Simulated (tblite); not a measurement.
# Geometry relaxation of C₄H₁₂BClSi₂ (part 1 of 3)

C₄H₁₂BClSi₂, computed with GFN2-xTB geometry optimisation, gas phase (tblite 0.8.0).

It belongs to a series of runs on one base structure; here: BH inserted into a Si-C bond.

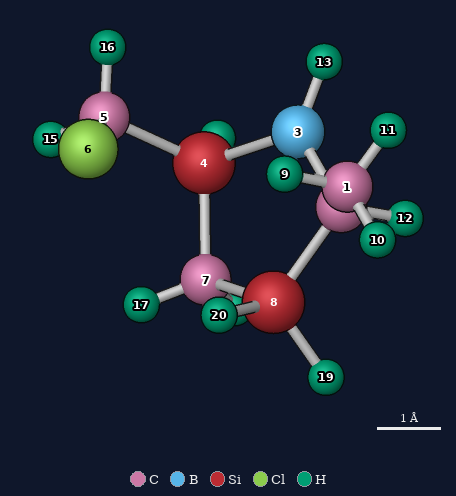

Figure 1. The structure as given in the input (ball-and-stick view, seen at a tilt; atoms are numbered from 1 in the order of the input).

## Input file
```
{"job": {"kind": "relax", "xc": "GFN2-xTB", "basis": "xTB"}, "charge": 0, "multiplicity": 1}
C     -2.234400     1.054300    -0.675700
C     -1.584400    -0.091800     0.065600
B     -0.553100     0.437300     1.179300
Si     1.216900    -0.297100     1.084200
C      2.463800     0.995100     0.601200
Cl     1.995300     1.735900    -0.959600
C      1.012900    -1.593100    -0.235400
Si    -0.580900    -1.173400    -1.098200
H     -1.478800     1.694200    -1.174200
H     -2.942300     0.657100    -1.439600
H     -2.835200     1.681300     0.027700
H     -2.359000    -0.716500     0.577100
H     -0.887800     1.220700     2.014400
H      1.601000    -0.931500     2.364700
H      3.460300     0.533900     0.492700
H      2.505900     1.782600     1.388900
H      1.866100    -1.577600    -0.937500
H      0.921400    -2.601000     0.241300
H     -1.331900    -2.392000    -1.450800
H     -0.260800    -0.407600    -2.308100
```

The first line tells a small driver script what to run in tblite; the rest is the geometry in Å.

Run on 1 CPU thread, shared host.

Launched with:
```bash
OMP_NUM_THREADS=1 python <driver script> task.json out
```

## Log
```
step      E/eV     max force
  0    -649.18594    1.607
  1    -649.37504    0.721
  2    -649.43400    0.485
  3    -649.48214    0.578
  4    -649.52430    0.504
  5    -649.54351    0.347
  6    -649.55659    0.255
  7    -649.56739    0.269
  8    -649.57705    0.285
  9    -649.58577    0.234
 10    -649.59336    0.203
 11    -649.59946    0.203
 12    -649.60407    0.192
 13    -649.60722    0.118
 14    -649.60939    0.105
 15    -649.61134    0.111
 16    -649.61326    0.118
 17    -649.61516    0.086
 18    -649.61699    0.092
 19    -649.61857    0.087
 20    -649.61974    0.075
 21    -649.62056    0.058
 22    -649.62128    0.069
 23    -649.62219    0.084
 24    -649.62345    0.104
 25    -649.62501    0.114
 26    -649.62673    0.102
 27    -649.62855    0.108
 28    -649.63039    0.115
 29    -649.63220    0.103
 30    -649.63386    0.098
 31    -649.63533    0.096
 32    -649.63688    0.122
 33    -649.63875    0.113
 34    -649.64095    0.116
 35    -649.64332    0.135
 36    -649.64560    0.124
 37    -649.64760    0.102
 38    -649.64942    0.091
 39    -649.65127    0.102
 40    -649.65325    0.110
 41    -649.65532    0.104
 42    -649.65727    0.107
 43    -649.65898    0.101
 44    -649.66069    0.107
 45    -649.66287    0.135
 46    -649.66555    0.125
 47    -649.66823    0.137
 48    -649.66972    0.124
 49    -649.67238    0.125
 50    -649.67454    0.114
 51    -649.67821    0.087
 52    -649.67950    0.090
 53    -649.68080    0.078
 54    -649.68184    0.080
 55    -649.68354    0.093
 56    -649.68542    0.096
 57    -649.68722    0.080
 58    -649.68857    0.083
 59    -649.68980    0.092
 60    -649.69109    0.092
 61    -649.69241    0.095
 62    -649.69366    0.073
 63    -649.69457    0.083
 64    -649.69551    0.077
 65    -649.69699    0.117
 66    -649.69891    0.120
 67    -649.70083    0.074
 68    -649.70224    0.073
 69    -649.70329    0.091
 70    -649.70439    0.118
 71    -649.70581    0.115
 72    -649.70741    0.100
 73    -649.70900    0.120
 74    -649.71057    0.109
 75    -649.71209    0.106
 76    -649.71336    0.085
 77    -649.71420    0.065
 78    -649.71478    0.076
 79    -649.71525    0.059
 80    -649.71586    0.050
 81    -649.71618    0.046
 82    -649.71670    0.048
 83    -649.71712    0.054
 84    -649.71760    0.051
 85    -649.71800    0.039
 86    -649.71835    0.034
 87    -649.71868    0.044
 88    -649.71911    0.055
 89    -649.71964    0.060
 90    -649.72023    0.050
 91    -649.72075    0.046
 92    -649.72119    0.044
 93    -649.72162    0.048
 94    -649.72209    0.047
 95    -649.72256    0.047
 96    -649.72300    0.051
 97    -649.72344    0.049
 98    -649.72402    0.065
 99    -649.72489    0.083
100    -649.72616    0.103
101    -649.72760    0.100
102    -649.72881    0.076
103    -649.72964    0.060
104    -649.73020    0.060
105    -649.73071    0.048
106    -649.73128    0.050
107    -649.73170    0.049
108    -649.73204    0.043
109    -649.73230    0.049
110    -649.73262    0.049
111    -649.73329    0.048
112    -649.73382    0.045
113    -649.73441    0.040
114    -649.73478    0.036
115    -649.73517    0.048
116    -649.73564    0.051
117    -649.73614    0.048
118    -649.73665    0.040
119    -649.73722    0.063
120    -649.73802    0.071
121    -649.73906    0.079
122    -649.73999    0.067
123    -649.74043    0.059
124    -649.74068    0.024
125    -649.74079    0.017
126    -649.74091    0.018
127    -649.74095    0.024
128    -649.74102    0.014
129    -649.74106    0.011
130    -649.74110    0.011
131    -649.74113    0.014
132    -649.74116    0.012
133    -649.74118    0.009
```

## Trajectory as extended XYZ (Å, eV, eV/Å), 24 of the 134 frames kept, from step=0 to step=133
```
20
Properties=species:S:1:pos:R:3:forces:R:3 step=0 energy=-649.18594
C    -2.2344    1.0543   -0.6757   -1.1310   0.6550  -0.1770
C    -1.5844   -0.0918    0.0656    0.5380  -0.2100   1.2090
B    -0.5531    0.4373    1.1793   -1.1680   0.6320   0.3780
Si    1.2169   -0.2971    1.0842   -0.7470  -0.4350   1.2470
C     2.4638    0.9951    0.6012    1.2170   0.7000   0.3550
Cl    1.9953    1.7359   -0.9596    0.1390  -0.0350   0.2790
C     1.0129   -1.5931   -0.2354    0.8910  -1.3290  -0.1480
Si   -0.5809   -1.1734   -1.0982   -0.5150  -0.5160  -1.3710
H    -1.4788    1.6942   -1.1742   -0.5380  -0.4130   0.3100
H    -2.9423    0.6571   -1.4396    0.5310   0.3940   0.3740
H    -2.8352    1.6813    0.0277    0.4700  -0.2830  -0.5660
H    -2.3590   -0.7165    0.5771    0.3210   0.5370  -0.3310
H    -0.8878    1.2207    2.0144   -0.1040  -0.1910  -0.4040
H     1.6010   -0.9315    2.3647    0.3880  -0.0090   0.0290
H     3.4603    0.5339    0.4927   -0.2980   0.5340  -0.0930
H     2.5059    1.7826    1.3889    0.1400  -0.3920  -0.7940
H     1.8661   -1.5776   -0.9375   -0.4460  -0.4100   0.3600
H     0.9214   -2.6010    0.2413    0.3520   0.7510  -0.5590
H    -1.3319   -2.3920   -1.4508    0.0100   0.0350  -0.0280
H    -0.2608   -0.4076   -2.3081   -0.0520  -0.0130  -0.0690
20
Properties=species:S:1:pos:R:3:forces:R:3 step=6 energy=-649.55659
C    -2.2652    1.0543   -0.6590   -0.0670   0.1910  -0.1520
C    -1.5522   -0.0838    0.0750   -0.0330   0.0450   0.0880
B    -0.6152    0.4606    1.2217    0.0240  -0.0150   0.0510
Si    1.1659   -0.3213    1.1662    0.2120  -0.0820   0.0360
C     2.4857    0.9803    0.6282    0.1240   0.1110   0.0410
Cl    2.0129    1.7306   -0.9210   -0.0850  -0.0580  -0.0190
C     1.0181   -1.6129   -0.2400    0.0850  -0.1230   0.0670
Si   -0.5917   -1.2027   -1.1656   -0.0180   0.0260   0.0130
H    -1.5249    1.6735   -1.1529    0.0780   0.1500  -0.0720
H    -2.9290    0.6750   -1.4322   -0.1050  -0.0520   0.0330
H    -2.8348    1.6961    0.0123   -0.0330  -0.0900   0.0380
H    -2.3409   -0.6734    0.5579    0.0220  -0.1030   0.0090
H    -0.9579    1.2660    2.0043   -0.1940   0.0260  -0.1630
H     1.6853   -0.9484    2.4012    0.1950  -0.0070  -0.0190
H     3.4880    0.5843    0.4745   -0.0760  -0.0560   0.0470
H     2.5466    1.8015    1.3398    0.0380  -0.0560   0.0360
H     1.8669   -1.6393   -0.9221   -0.0330   0.0990   0.0860
H     0.9697   -2.6078    0.1992   -0.0650  -0.0050  -0.0230
H    -1.3611   -2.4216   -1.4763    0.0150   0.1090  -0.0590
H    -0.2714   -0.4003   -2.3532   -0.0840  -0.1090  -0.0380
20
Properties=species:S:1:pos:R:3:forces:R:3 step=12 energy=-649.60407
C    -2.2715    1.0711   -0.6683   -0.0040  -0.0510   0.0500
C    -1.5442   -0.0643    0.0720    0.0410  -0.0980  -0.1600
B    -0.6175    0.4576    1.2341    0.0790  -0.0350  -0.0760
Si    1.1865   -0.3358    1.2030   -0.0140   0.0250  -0.0080
C     2.4991    0.9848    0.6421   -0.0970  -0.1330   0.0740
Cl    1.9876    1.7053   -0.9089   -0.0280  -0.0170   0.0220
C     1.0185   -1.6246   -0.2193   -0.0330   0.0980   0.0550
Si   -0.5865   -1.1943   -1.1614    0.0680   0.0220   0.0290
H    -1.5431    1.7086   -1.1656   -0.0510  -0.0050  -0.0030
H    -2.9504    0.6759   -1.4206    0.0100  -0.0250  -0.0410
H    -2.8498    1.6853    0.0162   -0.0370   0.0650   0.0770
H    -2.3214   -0.6800    0.5477    0.0320   0.0290  -0.0110
H    -1.0364    1.2877    1.9455    0.0570   0.0650   0.0500
H     1.7942   -0.9580    2.4063    0.0460   0.0330  -0.0800
H     3.4933    0.5746    0.4808   -0.0340  -0.0180  -0.0050
H     2.5767    1.8054    1.3518    0.0030  -0.0200  -0.0090
H     1.8704   -1.6248   -0.8963   -0.0150   0.0280   0.0520
H     0.9603   -2.6323    0.1881   -0.0200   0.0370   0.0160
H    -1.3670   -2.3925   -1.5056   -0.0210  -0.0020   0.0110
H    -0.3040   -0.4390   -2.3837    0.0180   0.0000  -0.0440
20
Properties=species:S:1:pos:R:3:forces:R:3 step=17 energy=-649.61516
C    -2.2808    1.0709   -0.6654    0.0080  -0.0100  -0.0180
C    -1.5340   -0.0643    0.0545   -0.0090   0.0750   0.0410
B    -0.6119    0.4601    1.2207   -0.0350   0.0310   0.0260
Si    1.1834   -0.3364    1.2159   -0.0630  -0.0010   0.0270
C     2.4889    0.9696    0.6540    0.0210   0.0490  -0.0500
Cl    1.9701    1.6899   -0.8953   -0.0350   0.0000  -0.0040
C     1.0148   -1.6133   -0.2040   -0.0250  -0.0260  -0.0710
Si   -0.5726   -1.1921   -1.1696   -0.0600   0.0430  -0.0300
H    -1.5637    1.7167   -1.1679   -0.0180   0.0160   0.0030
H    -2.9540    0.6717   -1.4221   -0.0390   0.0140   0.0310
H    -2.8550    1.6839    0.0305    0.0050  -0.0720  -0.0330
H    -2.3047   -0.6797    0.5402    0.0360  -0.0260  -0.0160
H    -1.0293    1.2971    1.9302    0.0660   0.0200  -0.0100
H     1.8367   -0.9536    2.3879    0.0240  -0.0340   0.0550
H     3.4803    0.5599    0.4831    0.0110  -0.0570  -0.0080
H     2.5809    1.7946    1.3551   -0.0160   0.0030   0.0380
H     1.8700   -1.6090   -0.8731    0.0690  -0.0040   0.0040
H     0.9496   -2.6231    0.1933    0.0010  -0.0070   0.0410
H    -1.3697   -2.3816   -1.5072    0.0050  -0.0290   0.0150
H    -0.3043   -0.4507   -2.4028    0.0540   0.0150  -0.0400
20
Properties=species:S:1:pos:R:3:forces:R:3 step=23 energy=-649.62219
C    -2.2889    1.0692   -0.6676   -0.0530   0.0430  -0.0100
C    -1.5250   -0.0532    0.0464    0.0000   0.0430   0.0470
B    -0.6104    0.4675    1.2202    0.0070   0.0260   0.0160
Si    1.1758   -0.3439    1.2277    0.0230  -0.0210   0.0140
C     2.4806    0.9623    0.6566    0.0000   0.0150  -0.0200
Cl    1.9464    1.6832   -0.8889    0.0090  -0.0090   0.0510
C     1.0101   -1.6084   -0.2069    0.0490  -0.0190   0.0400
Si   -0.5705   -1.1795   -1.1842    0.0730  -0.0370  -0.0200
H    -1.5855    1.7286   -1.1717   -0.0210   0.0010  -0.0050
H    -2.9709    0.6707   -1.4164   -0.0020  -0.0290  -0.0080
H    -2.8663    1.6675    0.0351   -0.0200   0.0100   0.0190
H    -2.2812   -0.6870    0.5312    0.0070  -0.0130   0.0080
H    -1.0015    1.3235    1.9231    0.0140   0.0010  -0.0510
H     1.8618   -0.9594    2.3878   -0.0480  -0.0130   0.0040
H     3.4663    0.5364    0.4797   -0.0370   0.0300  -0.0180
H     2.5804    1.7842    1.3630    0.0070  -0.0310  -0.0370
H     1.8849   -1.6039   -0.8531   -0.0270  -0.0300  -0.0050
H     0.9407   -2.6143    0.2032   -0.0160  -0.0020  -0.0460
H    -1.3678   -2.3791   -1.5013    0.0230   0.0370   0.0010
H    -0.2843   -0.4536   -2.4256    0.0120  -0.0040   0.0180
20
Properties=species:S:1:pos:R:3:forces:R:3 step=29 energy=-649.63220
C    -2.3235    1.0724   -0.6634    0.0260  -0.0450   0.0160
C    -1.5041   -0.0204    0.0403    0.0050  -0.0650  -0.0800
B    -0.5939    0.4901    1.2185    0.0180   0.0130  -0.0850
Si    1.1710   -0.3657    1.2552    0.0200  -0.0250  -0.0500
C     2.4592    0.9450    0.6558    0.0260  -0.0470   0.0600
Cl    1.8997    1.6811   -0.8654   -0.0560   0.0210  -0.0470
C     1.0268   -1.6142   -0.1948   -0.0610  -0.0120  -0.0130
Si   -0.5305   -1.1499   -1.1904   -0.0540   0.0460   0.0100
H    -1.6521    1.7536   -1.1820   -0.0150   0.0130   0.0180
H    -3.0024    0.6504   -1.4034    0.0180  -0.0460   0.0280
H    -2.9120    1.6507    0.0478    0.0080  -0.0060   0.0080
H    -2.2249   -0.7003    0.5200    0.0110   0.0410   0.0320
H    -0.9446    1.3910    1.8795   -0.0230   0.0540   0.0040
H     1.8561   -0.9898    2.4082   -0.0220   0.0030   0.0180
H     3.4340    0.5130    0.4506    0.0560  -0.0060  -0.0200
H     2.5862    1.7587    1.3634    0.0040   0.0260   0.0340
H     1.9075   -1.6266   -0.8326   -0.0070   0.0040   0.0430
H     0.9145   -2.6247    0.1897    0.0350  -0.0300   0.0230
H    -1.3406   -2.3444   -1.4925    0.0020   0.0170  -0.0260
H    -0.2316   -0.4594   -2.4465    0.0120   0.0440   0.0260
20
Properties=species:S:1:pos:R:3:forces:R:3 step=35 energy=-649.64332
C    -2.3533    1.0615   -0.6569    0.0100  -0.0140  -0.0040
C    -1.4808    0.0008    0.0249    0.0020   0.0450   0.0520
B    -0.5616    0.5345    1.1816    0.0110  -0.0180   0.0440
Si    1.1705   -0.3908    1.2626   -0.0430   0.1110   0.0640
C     2.4575    0.9214    0.6614   -0.0080   0.0030  -0.0410
Cl    1.8316    1.6763   -0.8350    0.0140  -0.0280   0.0550
C     1.0190   -1.6358   -0.1847    0.0490   0.0160   0.0290
Si   -0.5043   -1.1198   -1.2047   -0.0160  -0.0100   0.0440
H    -1.7263    1.7784   -1.1828    0.0100  -0.0430  -0.0370
H    -3.0255    0.6016   -1.3787   -0.0240   0.0300  -0.0240
H    -2.9485    1.6189    0.0660   -0.0150  -0.0620   0.0130
H    -2.1679   -0.6928    0.5342    0.0310  -0.0010   0.0090
H    -0.8937    1.4680    1.8138    0.0380  -0.0150  -0.0630
H     1.8223   -1.0159    2.4349   -0.0080   0.0120  -0.0170
H     3.4278    0.5004    0.4120    0.0160   0.0270   0.0070
H     2.5956    1.7322    1.3726    0.0270  -0.0420   0.0010
H     1.9176   -1.6480   -0.7934    0.0320   0.0070  -0.0740
H     0.9040   -2.6506    0.1863   -0.0600  -0.0140   0.0320
H    -1.3189   -2.3031   -1.5087   -0.0750  -0.0600  -0.0940
H    -0.1704   -0.4262   -2.4474    0.0090   0.0570   0.0030
20
Properties=species:S:1:pos:R:3:forces:R:3 step=40 energy=-649.65325
C    -2.3772    1.0434   -0.6522   -0.0470  -0.0040  -0.0170
C    -1.4579    0.0202    0.0195   -0.0260  -0.0360   0.0040
B    -0.5326    0.5713    1.1565   -0.0340   0.0270  -0.0160
Si    1.1662   -0.3928    1.2771    0.0280  -0.0880  -0.0310
C     2.4609    0.8993    0.6626    0.0290   0.0310   0.0180
Cl    1.7723    1.6673   -0.7960    0.0380   0.0240   0.0070
C     1.0205   -1.6478   -0.1691   -0.0410   0.0200  -0.0470
Si   -0.4867   -1.1052   -1.2107    0.0150  -0.0440  -0.0380
H    -1.7892    1.7816   -1.1938    0.0100  -0.0250   0.0190
H    -3.0499    0.5664   -1.3628    0.0000  -0.0330  -0.0240
H    -2.9842    1.5682    0.0850    0.0150   0.0180  -0.0060
H    -2.1089   -0.6856    0.5563   -0.0130  -0.0600   0.0150
H    -0.8353    1.5425    1.7376    0.0210   0.0510   0.0030
H     1.7849   -1.0312    2.4545    0.0390   0.0010   0.0390
H     3.4299    0.4973    0.3789   -0.0200  -0.0340  -0.0080
H     2.6160    1.6963    1.3841    0.0280   0.0260   0.0090
H     1.9254   -1.6656   -0.7747   -0.0600  -0.0350   0.0230
H     0.8784   -2.6649    0.1959    0.0090   0.1010   0.0060
H    -1.3213   -2.2746   -1.5606    0.0410   0.0950  -0.0370
H    -0.1164   -0.3753   -2.4300   -0.0340  -0.0330   0.0820
20
Properties=species:S:1:pos:R:3:forces:R:3 step=46 energy=-649.66555
C    -2.4150    1.0054   -0.6496    0.0410  -0.0210   0.0530
C    -1.4532    0.0218    0.0264   -0.0350  -0.0410  -0.0320
B    -0.5018    0.6188    1.1182   -0.0260  -0.0480  -0.0110
Si    1.1686   -0.4004    1.2896    0.0120   0.0610   0.0120
C     2.4748    0.8835    0.6741    0.0110  -0.0540   0.0590
Cl    1.7364    1.6742   -0.7430    0.0090   0.0920  -0.0570
C     1.0064   -1.6474   -0.1622    0.0320  -0.0060   0.0810
Si   -0.4762   -1.0890   -1.2147   -0.0370   0.1150   0.0340
H    -1.8529    1.7615   -1.1954    0.0110  -0.0580   0.0020
H    -3.0787    0.5080   -1.3578    0.0390  -0.0170   0.0750
H    -3.0200    1.5187    0.0958   -0.0750   0.0050  -0.0260
H    -2.0550   -0.7102    0.5881   -0.0380   0.0230  -0.0310
H    -0.7545    1.6400    1.6374    0.0240   0.0090  -0.0310
H     1.7636   -1.0420    2.4847   -0.0010   0.0260  -0.0650
H     3.4257    0.4766    0.3425    0.0110  -0.0300   0.0260
H     2.6614    1.6670    1.4029    0.0390   0.0050   0.0020
H     1.9117   -1.7016   -0.7603    0.0170  -0.0030  -0.0170
H     0.8428   -2.6491    0.2226   -0.0380  -0.0730   0.0200
H    -1.3186   -2.2090   -1.6571   -0.0210  -0.0440  -0.0010
H    -0.0709   -0.3165   -2.3840    0.0250   0.0610  -0.0920
20
Properties=species:S:1:pos:R:3:forces:R:3 step=52 energy=-649.67950
C    -2.4404    0.9728   -0.6330   -0.0200  -0.0250  -0.0240
C    -1.4684    0.0080    0.0460    0.0200   0.0300   0.0310
B    -0.4925    0.6359    1.0956    0.0050   0.0120   0.0350
Si    1.1707   -0.3887    1.2942   -0.0350   0.0310  -0.0120
C     2.4928    0.8791    0.6865   -0.0020   0.0130  -0.0490
Cl    1.7491    1.7193   -0.7100    0.0810  -0.0020   0.0400
C     0.9918   -1.6491   -0.1456   -0.0270  -0.0030  -0.0450
Si   -0.4694   -1.0564   -1.2193   -0.0020  -0.0090  -0.0060
H    -1.8785    1.7173   -1.1922   -0.0330   0.0270   0.0000
H    -3.0878    0.4489   -1.3329   -0.0430  -0.0250  -0.0340
H    -3.0711    1.4920    0.0877    0.0320  -0.0130   0.0230
H    -2.0545   -0.7393    0.5998   -0.0070  -0.0030  -0.0230
H    -0.6888    1.7032    1.5450   -0.0240  -0.0320  -0.0350
H     1.7617   -1.0352    2.4842    0.0130   0.0050  -0.0090
H     3.4228    0.4422    0.3335    0.0110   0.0210  -0.0090
H     2.7201    1.6509    1.4172    0.0110  -0.0460   0.0030
H     1.8910   -1.7337   -0.7505    0.0370  -0.0060   0.0400
H     0.8012   -2.6444    0.2500   -0.0380   0.0060  -0.0180
H    -1.3114   -2.1560   -1.7256    0.0250   0.0080   0.0440
H    -0.0435   -0.2562   -2.3725   -0.0030   0.0090   0.0500
20
Properties=species:S:1:pos:R:3:forces:R:3 step=58 energy=-649.68857
C    -2.4814    0.9327   -0.6255   -0.0250   0.0240   0.0080
C    -1.4733    0.0115    0.0559    0.0100  -0.0270  -0.0180
B    -0.4847    0.6650    1.0718    0.0250   0.0010  -0.0790
Si    1.1623   -0.3780    1.2930    0.0220  -0.0040   0.0100
C     2.5144    0.8605    0.6879    0.0210   0.0170  -0.0130
Cl    1.7853    1.7703   -0.6665    0.0410   0.0210  -0.0270
C     0.9743   -1.6512   -0.1358    0.0230   0.0160   0.0320
Si   -0.4542   -1.0184   -1.2212    0.0440  -0.0210  -0.0240
H    -1.9521    1.6914   -1.1959   -0.0260   0.0300  -0.0380
H    -3.1189    0.3762   -1.3117   -0.0200   0.0300   0.0120
H    -3.1134    1.4393    0.1018   -0.0390  -0.0060   0.0060
H    -2.0327   -0.7596    0.5997   -0.0030  -0.0500   0.0350
H    -0.6300    1.7719    1.4247   -0.0550   0.0300   0.0550
H     1.7560   -1.0287    2.4773    0.0040  -0.0080   0.0330
H     3.4279    0.4156    0.3061    0.0200  -0.0610  -0.0170
H     2.7828    1.5973    1.4389   -0.0110   0.0070   0.0420
H     1.8930   -1.7716   -0.7046   -0.0280  -0.0190  -0.0200
H     0.7308   -2.6348    0.2604    0.0100   0.0140   0.0170
H    -1.2905   -2.0976   -1.7669   -0.0200  -0.0310   0.0030
H    -0.0008   -0.1811   -2.3314    0.0060   0.0370  -0.0170
```
